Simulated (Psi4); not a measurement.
# NaSH (SMILES [Na][SH]): a chain of runs

Wanted: a geometry optimisation (MP2/cc-pVDZ), then vibrational wavenumbers, then a single-point energy (MP2-F12/cc-pVDZ-F12) of NaSH. 

The calculation is run with Psi4 1.11.

### 1 Starting point

The species is NaSH (3 atoms), meant as a singlet with charge 0. SMILES: `[Na][SH]`. All atoms were displaced at random from a relaxed shape. The run starts from this shape.

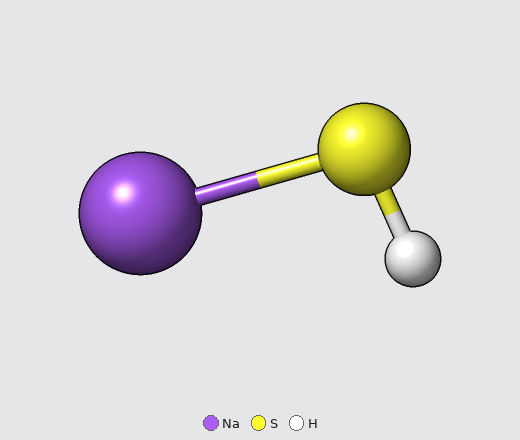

The structure, seen from a chosen angle (sodium purple, sulfur yellow, hydrogen white).

### 2 A geometry optimisation at MP2/cc-pVDZ (density fitting, density fitting for correlation) (run 1)

Input file calc.inp:

```
memory 1.6 GB

molecule m {
  0 1
  Na
  S 1 2.503042
  H 2 1.265252 1 96.89878
}

set basis cc-pVDZ
set reference rhf
set geom_maxiter 60
set freeze_core true

e, wfn = optimize("mp2", return_wfn=True)
```

Started as:

```sh
$ psi4 -n 1 calc.inp calc.out
```

calc.out, cut to the lines that bear on the results:

```text
[...]
  Running in cs symmetry.
[...]
  Nuclear repulsion =   45.882448741355830
[...]
  Multiplicity = 1
[...]
  Nalpha       = 14
  Nbeta        = 14
[...]
    Number of basis functions: 41
[...]
   @DF-RHF iter   1:  -559.93394051641826   -3.87344e-01   8.84561e-03 ADIIS/DIIS
[...]
   @DF-RHF iter  10:  -560.00312106998820    1.13687e-13   2.58151e-11 DIIS
[...]
    Orbital Energies [Eh]
    ---------------------
    Doubly Occupied:
       1Ap   -91.845816     2Ap   -40.497644     3Ap    -8.846862
       4Ap    -6.529280     5Ap    -6.526961     1App   -6.526124
       6Ap    -2.819245     7Ap    -1.541545     2App   -1.541117
       8Ap    -1.540296     9Ap    -0.832548    10Ap    -0.434854
      11Ap    -0.295396     3App   -0.279029
[...]
  @DF-RHF Final Energy:  -560.00312106998820
   => Energetics <=
    Nuclear Repulsion Energy =             45.2109324786912694
    One-Electron Energy =                -870.3146707991999165
    Two-Electron Energy =                 265.1006172505204859
    Total Energy =                       -560.0031210699881967
[...]
 Multipole Moments:
 ------------------------------------------------------------------------------------
     Multipole            Electronic (a.u.)      Nuclear  (a.u.)        Total (a.u.)
 ------------------------------------------------------------------------------------
 L = 1.  Multiply by 2.5417464519 to convert [e a0] to [Debye]
 Dipole X            :         -1.0420558            1.2673687            0.2253130
 Dipole Y            :          5.9896474           -2.4208852            3.5687623
 Dipole Z            :          0.0000000            0.0000000            0.0000000
 Magnitude           :                                                    3.5758677
[...]
  -Total Gradient:
     Atom            X                  Y                   Z
    ------   -----------------  -----------------  -----------------
       1        0.000000313420    -0.000001376595     0.000000000000
       2        0.000011010380     0.000000492981     0.000000000000
       3       -0.000011323801     0.000000883616     0.000000000000
[...]
    Final optimized geometry and variables:
    Molecular point group: cs
    Full point group: Cs
    Geometry (in Angstrom), charge = 0, multiplicity = 1:
    NA
    S             1    2.521168
    H             2    1.353119      1   91.510348
    Psi4 run time: 0:00:16.40
[...]
```

The script printed:

```text
Optimizer: Optimization complete!
```

Wall time 18 s (1 thread of Intel Xeon Platinum 8375C at 2.90GHz (Ice Lake), shared host); peak memory 0.31 GiB.

The path in brief:

```
step  energy from the first frame kept (eV)  largest force (eV/Å)
   0                                 0.0000                2.9509
   1                                -0.1189                0.1038
   2                                -0.1203                0.0682
   3                                -0.1224                0.0236
   4                                -0.1225                0.0111
   5                                -0.1225                0.0006
```

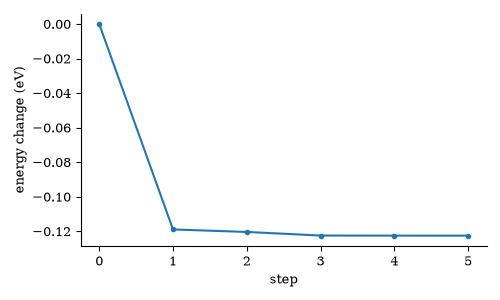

Energy along the run.

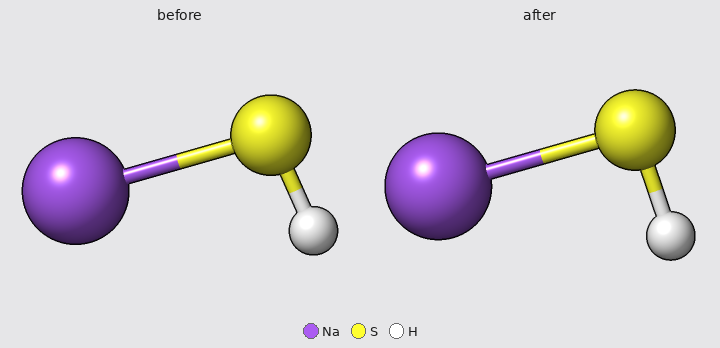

Before and after, at one scale.

After the run. Bond lengths: Na1–S2 2.521 Å, S2–H3 1.353 Å. Angles: Na1–S2–H3 91.5°.

### 3 Vibrational wavenumbers at MP2/cc-pVDZ (density fitting, density fitting for correlation) (run 2)

Input file job.in:

```
memory 1.6 GB

molecule {
  Na     3.04622906    -0.41707200     1.65695722
  S     -0.87806880     1.15562989    -0.53967744
  H     -1.61523774    -1.23272315    -1.07886354
  units bohr
}

set globals {
  t                          600.0
  freeze_core                true
  rotational_symmetry_number 1
}

E, wfn = frequencies("mp2/cc-pVDZ", return_wfn=True)
print_variables()
```

Started as:

```sh
$ psi4 job.in job.out -n 1
```

job.out, cut to the lines that bear on the results:

```text
[...]
  Running in cs symmetry.
[...]
  Nuclear repulsion =   45.210937062214583
[...]
  Multiplicity = 1
[...]
  Nalpha       = 14
  Nbeta        = 14
[...]
    Number of basis functions: 41
[...]
   @DF-RHF iter   1:  -559.93448384993098   -4.43148e-01   8.99715e-03 ADIIS/DIIS
[...]
  Running in c1 symmetry.
[...]
   @DF-RHF iter  14:  -560.00312105157150    4.54747e-13   3.07168e-11 DIIS
[...]
  @DF-RHF Final Energy:  -560.00312105157150
   => Energetics <=
    Nuclear Repulsion Energy =             45.2109239891134749
    One-Electron Energy =                -870.3146533461699619
    Two-Electron Energy =                 265.1006083054849682
    Total Energy =                       -560.0031210515714974
[...]
 Multipole Moments:
 ------------------------------------------------------------------------------------
     Multipole            Electronic (a.u.)      Nuclear  (a.u.)        Total (a.u.)
 ------------------------------------------------------------------------------------
 L = 1.  Multiply by 2.5417464519 to convert [e a0] to [Debye]
 Dipole X            :          5.9975964           -2.7036584            3.2939379
 Dipole Y            :         -0.9952846           -0.3964056           -1.3916902
 Dipole Z            :         -0.0018687            0.0024306            0.0005619
 Magnitude           :                                                    3.5758676
[...]
  -Total Gradient:
     Atom            X                  Y                   Z
    ------   -----------------  -----------------  -----------------
       1       -0.000001425698     0.000000174782     0.000000000560
       2       -0.000002667762    -0.000009341667     0.000000019219
       3        0.000004093460     0.000009166884    -0.000000019780
[...]
  ==> Harmonic Vibrational Analysis <==
[...]
  Freq [cm^-1]                 325.8755            393.1751           2736.9686
[...]
  IR activ [km/mol]            34.1658             14.2480             47.2289
[...]
  Total E_0, Enthalpy at 0 [K]                                                         -560.13999058 [Eh]
[...]
  Total H, Enthalpy at  600.00 [K]                                                     -560.12997612 [Eh]
[...]
  Total G, Gibbs energy at  600.00 [K]                                                 -560.19625850 [Eh]
[...]
```

Standard output:

```text
Warning: used thermodynamics relations inappropriate for low-frequency modes: ['325.8755' '393.1751']
```

It took 37 s on 1 thread of Intel Xeon Platinum 8375C at 2.90GHz (Ice Lake), shared host; peak memory 0.32 GiB.

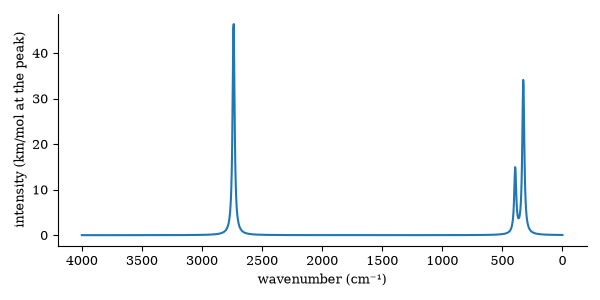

Harmonic infrared spectrum, unscaled, lines broadened by 10 cm⁻¹.

### 4 The energy at MP2-F12/cc-pVDZ-F12 (density fitting, density fitting for correlation) (run 3)

Input file input.inp:

```
memory 1600 MB

molecule m {
  0 1
  Na
  S 1 r2
  H 2 r3 1 a3

  r2 = 2.521168
  r3 = 1.353119
  a3 = 91.51034
  symmetry c1
}

set {
  basis       cc-pVDZ-F12
  freeze_core true
}

energy_value, wavefunction = energy("mp2-f12", return_wfn=True)
```

Started as:

```sh
$ psi4 input.inp input.out -n 1
```

input.out, cut to the lines that bear on the results:

```text
[...]
  Running in c1 symmetry.
[...]
  Nuclear repulsion =   45.210928473766316
[...]
  Multiplicity = 1
[...]
  Nalpha       = 14
  Nbeta        = 14
[...]
    Number of basis functions: 87
[...]
   @DF-RHF iter   1:  -559.94890629547240   -4.68811e-01   4.17769e-03 DIIS/ADIIS
[...]
   @DF-RHF iter  11:  -560.02681762547024   -1.12550e-11   5.30755e-09 DIIS
[...]
    Orbital Energies [Eh]
    ---------------------
    Doubly Occupied:
       1A    -91.850288     2A    -40.499423     3A     -8.851689
       4A     -6.533494     5A     -6.531705     6A     -6.531048
       7A     -2.819703     8A     -1.542653     9A     -1.542315
      10A     -1.541441    11A     -0.837075    12A     -0.441759
      13A     -0.302254    14A     -0.283907
[...]
  @DF-RHF Final Energy:  -560.02681762547024
   => Energetics <=
    Nuclear Repulsion Energy =             45.2109284737663160
    One-Electron Energy =                -870.2579832397668724
    Two-Electron Energy =                 265.0202371405302415
    Total Energy =                       -560.0268176254703576
[...]
 Multipole Moments:
 ------------------------------------------------------------------------------------
     Multipole            Electronic (a.u.)      Nuclear  (a.u.)        Total (a.u.)
 ------------------------------------------------------------------------------------
 L = 1.  Multiply by 2.5417464519 to convert [e a0] to [Debye]
 Dipole X            :         -1.0945153            1.2673690            0.1728537
 Dipole Y            :          6.0540122           -2.4208852            3.6331270
 Dipole Z            :         -0.0000000            0.0000000           -0.0000000
 Magnitude           :                                                    3.6372366
[...]
```

It took 27 s on 1 thread of Intel Xeon Platinum 8375C at 2.90GHz (Ice Lake), shared host; peak memory 0.98 GiB.

### 5 What came out

| quantity | value |
| --- | --- |
| run 1, MP2/cc-pVDZ: total energy at the end | -560.14786 Eh |
| run 1, MP2/cc-pVDZ: correlation energy (10 core orbitals frozen) | -144.7 mEh |
| run 2, MP2/cc-pVDZ: correlation energy | -144.7 mEh |
| run 2, MP2/cc-pVDZ: lowest harmonic wavenumber | 326 cm⁻¹ |
| run 2, MP2/cc-pVDZ: highest harmonic wavenumber | 2737 cm⁻¹ |
| run 2, MP2/cc-pVDZ: zero-point energy | 20.7 kJ/mol |
| run 2, MP2/cc-pVDZ: ideal-gas entropy at 600 K (symmetry number 1 as used) | 69.3 cal/(mol K) |
| run 3, MP2-F12/cc-pVDZ-F12: total energy | -560.25085 Eh |
| run 3, MP2-F12/cc-pVDZ-F12: HOMO energy (Hartree–Fock orbitals) | -7.73 eV |
| run 3, MP2-F12/cc-pVDZ-F12: LUMO energy (Hartree–Fock orbitals) | -0.51 eV |
| run 3, MP2-F12/cc-pVDZ-F12: HOMO–LUMO gap (Hartree–Fock orbitals) | 7.22 eV |
| run 3, MP2-F12/cc-pVDZ-F12: correlation energy (10 core orbitals frozen) | -221.5 mEh |

The optimisation (run 1, MP2/cc-pVDZ) took 6 steps and changed the energy by -0.122 eV. All 3 modes (run 2, MP2/cc-pVDZ) are real, so the shape is a minimum at this level.
